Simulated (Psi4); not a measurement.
# GeH2Cl (SMILES [Cl][GeH2]): UBP86/aug-cc-pVTZ (density fitting with def2-universal-jkfit, sweep point 2)

What is the vertical electron affinity of GeH2Cl at UBP86/aug-cc-pVTZ (density fitting with def2-universal-jkfit, sweep point 2)? 

The results are computed with Psi4 1.11.

## (1) The structure to begin with

The species is GeH2Cl (4 atoms), meant as a doublet with charge 0. SMILES: `[Cl][GeH2]`. The coordinates come from a PBE0-D4/def2-TZVP relaxation.

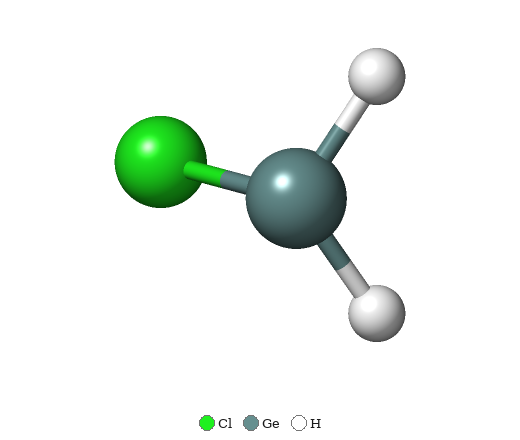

The structure, seen from a chosen angle (chlorine green, germanium teal, hydrogen white).

## (2) A single-point energy at UBP86/aug-cc-pVTZ (density fitting with def2-universal-jkfit, sweep point 2)

Contents of calc.dat:

```
memory 1600 mb

molecule {
  0 2
  Cl    -1.562900     0.305200     0.993500
  Ge     0.106700    -0.451100    -0.141600
  H      0.072700     0.259600    -1.514200
  H      1.383400    -0.113700     0.662300
  units angstrom
  symmetry c1
}

set basis aug-cc-pVTZ
set reference uks
set puream true
set scf_type df
set dft_radial_points 99
set dft_spherical_points 590
set maxiter 100
set df_basis_scf def2-universal-jkfit

energy_value = energy("bp86")
```

Run with:

```console
$ psi4 calc.dat calc.out -n 1
```

calc.out (excerpt; [...] marks lines left out):

```text
[...]
  Running in c1 symmetry.
[...]
  Nuclear repulsion =  161.647276263878894
[...]
  Multiplicity = 2
[...]
  Nalpha       = 26
  Nbeta        = 25
[...]
    Number of basis functions: 155
[...]
   @DF-UKS iter   1: -2537.11615554647187   -1.46197e+00   1.58217e-02 ADIIS/DIIS
[...]
   @DF-UKS iter  10: -2538.77100690563293   -6.33213e-08   5.59459e-07 DIIS
[...]
   @S^2 Observed:                7.515330726E-01
[...]
    Orbital Energies [Eh]
    ---------------------
    Alpha Occupied:
       1A   -397.233280     2A   -100.758571     3A    -49.235774
       4A    -43.849242     5A    -43.848322     6A    -43.847105
       7A     -9.192113     8A     -7.014559     9A     -7.008735
      10A     -7.007174    11A     -6.011771    12A     -4.229490
      13A     -4.226913    14A     -4.223358    15A     -1.138033
      16A     -1.136388    17A     -1.133551    18A     -1.133084
      19A     -1.131553    20A     -0.754117    21A     -0.513283
      22A     -0.353367    23A     -0.350157    24A     -0.309034
      25A     -0.284015    26A     -0.207224
    Alpha Virtual:
[...]
  @DF-UKS Final Energy: -2538.77100690563293
   => Energetics <=
    Nuclear Repulsion Energy =            161.6472762638788936
    One-Electron Energy =               -3852.7202631879263208
    Two-Electron Energy =                1260.5804361123746276
    DFT Exchange-Correlation Energy =    -108.2784560939600453
    Empirical Dispersion Energy =           0.0000000000000000
    VV10 Nonlocal Energy =                  0.0000000000000000
    Total Energy =                      -2538.7710069056329303
  UHF NO Occupations:
  HONO-2 :   24  A 1.9998529
  HONO-1 :   25  A 1.9996028
[...]
 Multipole Moments:
 ------------------------------------------------------------------------------------
     Multipole            Electronic (a.u.)      Nuclear  (a.u.)        Total (a.u.)
 ------------------------------------------------------------------------------------
 L = 1.  Multiply by 2.5417464519 to convert [e a0] to [Debye]
 Dipole X            :          2.1449592           -1.6412928            0.5036664
 Dipole Y            :         -2.5733645            2.3769490           -0.1964155
 Dipole Z            :         -1.7328008            1.3958697           -0.3369311
 Magnitude           :                                                    0.6370098
[...]
```

Wall time 17 s (1 thread of Intel Xeon 6975P-C (Granite Rapids), shared host); peak memory 1.6 GiB.

## (3) The singlet anion, same level

Contents of calc.dat:

```
memory 1.6 GB

molecule molecule1 {
  -1 1
  Cl    -1.562900     0.305200     0.993500
  Ge     0.106700    -0.451100    -0.141600
  H      0.072700     0.259600    -1.514200
  H      1.383400    -0.113700     0.662300
  units angstrom
  symmetry c1
}

set globals {
  basis                aug-cc-pVTZ
  puream               true
  scf_type             df
  dft_radial_points    99
  dft_spherical_points 590
  df_basis_scf         def2-universal-jkfit
}

energy("bp86")
```

Run with:

```console
$ psi4 -n 1 calc.dat calc.out
```

calc.out (excerpt; [...] marks lines left out):

```text
[...]
  Running in c1 symmetry.
[...]
  Nuclear repulsion =  161.647276263878894
[...]
  Multiplicity = 1
[...]
  Nalpha       = 26
  Nbeta        = 26
[...]
    Number of basis functions: 155
[...]
   @DF-RKS iter   1: -2537.04285553129012   -1.38867e+00   1.61455e-02 DIIS/ADIIS
[...]
   @DF-RKS iter  10: -2538.82972222888975   -2.71657e-08   5.79381e-07 DIIS
[...]
    Orbital Energies [Eh]
    ---------------------
    Doubly Occupied:
       1A   -396.981641     2A   -100.553180     3A    -48.985666
       4A    -43.598959     5A    -43.597441     6A    -43.597046
       7A     -8.988037     8A     -6.809584     9A     -6.804237
      10A     -6.803661    11A     -5.760656    12A     -3.979315
      13A     -3.974196    14A     -3.971939    15A     -0.888101
      16A     -0.885444    17A     -0.882597    18A     -0.879685
      19A     -0.878681    20A     -0.551465    21A     -0.282958
      22A     -0.143981    23A     -0.135167    24A     -0.107464
      25A     -0.083429    26A      0.038696
[...]
  @DF-RKS Final Energy: -2538.82972222888975
   => Energetics <=
    Nuclear Repulsion Energy =            161.6472762638788936
    One-Electron Energy =               -3864.4942770749485135
    Two-Electron Energy =                1272.5114092671324215
    DFT Exchange-Correlation Energy =    -108.4941306849525091
    Empirical Dispersion Energy =           0.0000000000000000
    VV10 Nonlocal Energy =                  0.0000000000000000
    Total Energy =                      -2538.8297222288897501
[...]
 Multipole Moments:
 ------------------------------------------------------------------------------------
     Multipole            Electronic (a.u.)      Nuclear  (a.u.)        Total (a.u.)
 ------------------------------------------------------------------------------------
 L = 1.  Multiply by 2.5417464519 to convert [e a0] to [Debye]
 Dipole X            :          1.4502803           -1.6412928           -0.1910125
 Dipole Y            :         -2.1011407            2.3769490            0.2758084
 Dipole Z            :         -1.2334564            1.3958697            0.1624134
 Magnitude           :                                                    0.3727387
[...]
```

Wall time 12 s (1 thread of Intel Xeon 6975P-C (Granite Rapids), shared host); peak memory 1.6 GiB.

## (4) Results

At UBP86/aug-cc-pVTZ (density fitting with def2-universal-jkfit, sweep point 2):

```
                                                            quantity           value
                                        doublet GeH2Cl: total energy  -2538.77101 Eh
                                       doublet GeH2Cl: dipole moment          1.62 D
                  doublet GeH2Cl: HOMO energy (highest over α and β)        -5.64 eV
                   doublet GeH2Cl: LUMO energy (lowest over α and β)        -4.39 eV
                                                doublet GeH2Cl: ⟨S²⟩           0.752
                                         singlet anion: total energy  -2538.82972 Eh
                                          singlet anion: HOMO energy         1.05 eV
                                          singlet anion: LUMO energy         2.83 eV
singlet anion: HOMO–LUMO gap (to an unbound level, set by the basis)         1.78 eV
                   vertical electron affinity (to the singlet anion)        1.598 eV
```

**Reading.** At fixed nuclei the extra electron is bound by 1.60 eV (154 kJ/mol). The HOMO (singlet anion) lies at positive energy, 1.05 eV, from the functional's self-interaction, a short basis or an electron that isn't bound; only total energies against the neutral tell.
